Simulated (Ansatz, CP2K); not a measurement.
## Generalised stacking fault on (111) (glide set) of a Ge-Sn solid solution (48 atoms): runs against a plane-wave reference

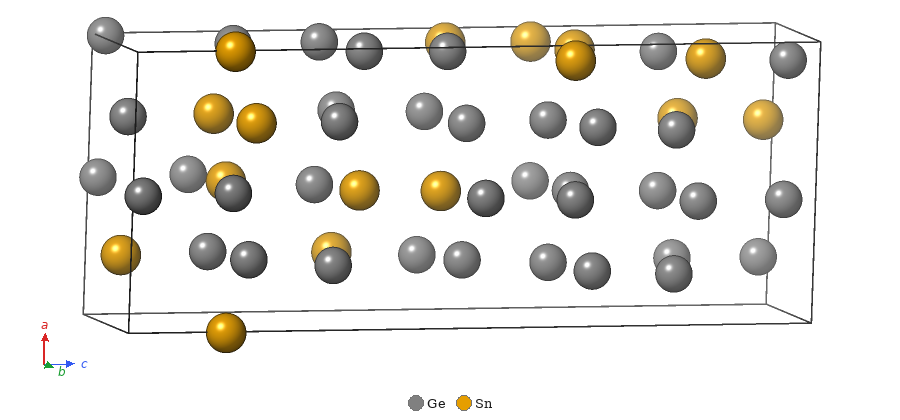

The cell (germanium grey, tin orange). Some periodic images of atoms are drawn too.

The cell holds 48 atoms: 34 Ge and 14 Sn. Cell: a = 8.334 Å, b = 7.218 Å, c = 20.526 Å, α = 90.0°, β = 88.1°, γ = 90.0°. Diamond-structure Ge lattice (a = 5.8932 Å, the value set for the mixture), cell with z along [111], 2 x 1 x 2 periods; the third cell vector is tilted by 0.167 of 1/2[1-10] and lengthened by 0.1 Å, so the cell holds one fault (glide set); displaced by a Gaussian of 0.01 Å; 14 of 48 Ge sites given to Sn at random (lattice constant by Vegard's rule between Ge and Sn). Then every atom was moved at random, 0.05 Å r.m.s. a Cartesian component.

Geometry: as built.

The reference, a calculation:

| Quantity | Value |
| --- | --- |
| method | Kohn-Sham DFT, PBE, PAW, plane waves (Ansatz 0.2.0); cutoff 420 eV, Γ point, fermi-dirac smearing of 0.05 eV; PAW set soft_2 |
| r.m.s. force component | 2.447 eV/Å |
| longest force | 13.52 eV/Å |
| pressure | 10.41 GPa |
| SCF cycles | 9 |
| time | 26 s on 4 threads of Arm Neoverse V1, shared host |
| CPU time | 90 s |

**Question.** The same geometry is run in other programs. How far does each lie from the reference, and what does it cost?
- CP2K PBE, DZVP-MOLOPT-SR, 350/70 Ry, diagonalisation (CP2K 2026.2; 2 threads)
- CP2K PBE, DZVP-MOLOPT-SR, 175/50 Ry, diagonalisation (CP2K 2026.2; 1 thread)
- CP2K r2SCAN, SCAN potentials, DZVP-UZH(SCAN), 600/50 Ry, diagonalisation (CP2K 2026.2; 4 MPI ranks)
- CP2K PBE, DZVP-UZH, 350/50 Ry, diagonalisation (CP2K 2026.2; 2 threads)
- CP2K PBE, DZVP-MOLOPT-SR, 489/50 Ry, diagonalisation (CP2K 2026.2; 2 threads)
- CP2K PBE+D3, DZVP-MOLOPT-SR, 350/50 Ry, diagonalisation (CP2K 2026.2; 2 threads)
- CP2K PBE, SZV-MOLOPT-SR, 350/50 Ry, diagonalisation (CP2K 2026.2; 1 thread)
- CP2K PBE, DZVP-MOLOPT-SR, 350/50 Ry, diagonalisation (CP2K 2026.2; 2 threads)

Differences are against the plane-wave reference, forces as r.m.s. over components; share is that over the reference's r.m.s. force, slope the least-squares factor from reference forces to these. Total energies of different programs have different zeros and aren't compared.

| run | Δ force, r.m.s. (meV/Å) | share (%) | slope | Δ pressure (GPa) | cores | CPU time | memory (GiB) |
| --- | --- | --- | --- | --- | --- | --- | --- |
| reference | - | - | - | - | 4 | 90 s | 1.7 |
| CP2K PBE, DZVP-MOLOPT-SR, 350/70 Ry, diagonalisation | 223 | 9.13 | 0.915 | 0.158 | 2 | 3.5 min | 1.5 |
| CP2K PBE, DZVP-MOLOPT-SR, 175/50 Ry, diagonalisation (coarse) | 223 | 9.13 | 0.915 | 0.158 | 1 | 2.8 min | 0.86 |
| CP2K r2SCAN, SCAN potentials, DZVP-UZH(SCAN), 600/50 Ry, diagonalisation | 413 | 16.9 | 0.841 | -7.35 | 4 | 9.6 min | 4.4 |
| CP2K PBE, DZVP-UZH, 350/50 Ry, diagonalisation | 209 | 8.55 | 0.921 | -0.0455 | 2 | 3 min | 1.5 |
| CP2K PBE, DZVP-MOLOPT-SR, 489/50 Ry, diagonalisation | 223 | 9.13 | 0.915 | 0.158 | 2 | 4.3 min | 2.4 |
| CP2K PBE+D3, DZVP-MOLOPT-SR, 350/50 Ry, diagonalisation | 241 | 9.86 | 0.906 | -0.364 | 2 | 2.9 min | 1.5 |
| CP2K PBE, SZV-MOLOPT-SR, 350/50 Ry, diagonalisation (coarse) | 594 | 24.3 | 1.162 | -3.46 | 1 | 95 s | 1.4 |
| CP2K PBE, DZVP-MOLOPT-SR, 350/50 Ry, diagonalisation | 223 | 9.13 | 0.915 | 0.158 | 2 | 2.9 min | 1.5 |

Rows marked coarse were listed beforehand as settings not expected to be converged; some can still land near the reference.

CPU time is summed over cores on a shared host, where runs went side by side, so it is rough. Symmetry, cutoffs, thresholds, outputs and thread counts weren't matched or tuned between programs; memory under MPI is the largest rank's times the ranks.

The PBE runs in local orbitals, coarse settings apart, differ by 8.6 % (CP2K PBE, DZVP-UZH, 350/50 Ry, diagonalisation) to 9.1 % (CP2K PBE, DZVP-MOLOPT-SR, 350/70 Ry, diagonalisation); basis, grid and potentials can all enter. Rows with another functional or a dispersion term differ by 9.9 % (CP2K PBE+D3, DZVP-MOLOPT-SR, 350/50 Ry, diagonalisation) to 17 % (CP2K r2SCAN, SCAN potentials, DZVP-UZH(SCAN), 600/50 Ry, diagonalisation), which mixes the change of model with differences of basis and potentials, some of them made for another functional. Runs with settings chosen to be coarse differ by 9.1 % (CP2K PBE, DZVP-MOLOPT-SR, 175/50 Ry, diagonalisation) to 24 % (CP2K PBE, SZV-MOLOPT-SR, 350/50 Ry, diagonalisation), their programs' other errors included. None of the electronic-structure runs in the table takes under half the reference's CPU time of 90 s; they take 1.1 to 6.4 times as much. The electronic-structure runs sample only Γ, in a cell whose shortest periodic width is 7 Å, which is coarse for a cell with partly filled levels.

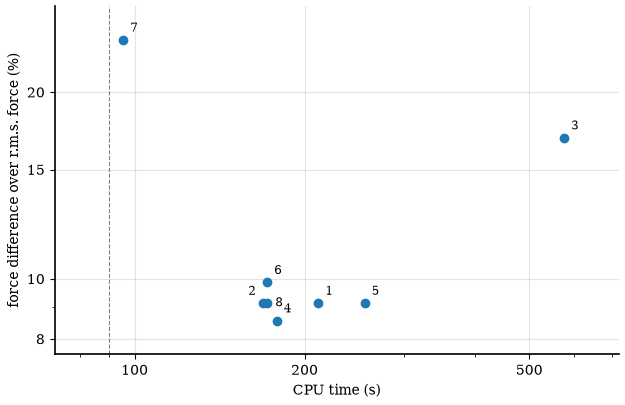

Force difference against CPU time; the dashed line marks the reference's time. Points: 1 CP2K PBE, DZVP-MOLOPT-SR, 350/70 Ry, diagonalisation; 2 CP2K PBE, DZVP-MOLOPT-SR, 175/50 Ry, diagonalisation; 3 CP2K r2SCAN, SCAN potentials, DZVP-UZH(SCAN), 600/50 Ry, diagonalisation; 4 CP2K PBE, DZVP-UZH, 350/50 Ry, diagonalisation; 5 CP2K PBE, DZVP-MOLOPT-SR, 489/50 Ry, diagonalisation; 6 CP2K PBE+D3, DZVP-MOLOPT-SR, 350/50 Ry, diagonalisation; 7 CP2K PBE, SZV-MOLOPT-SR, 350/50 Ry, diagonalisation; 8 CP2K PBE, DZVP-MOLOPT-SR, 350/50 Ry, diagonalisation.

[Hosts, paths, dates, database ids (printed as entryN), source tags and the programs' standing remarks are cut or masked in the printed files.]
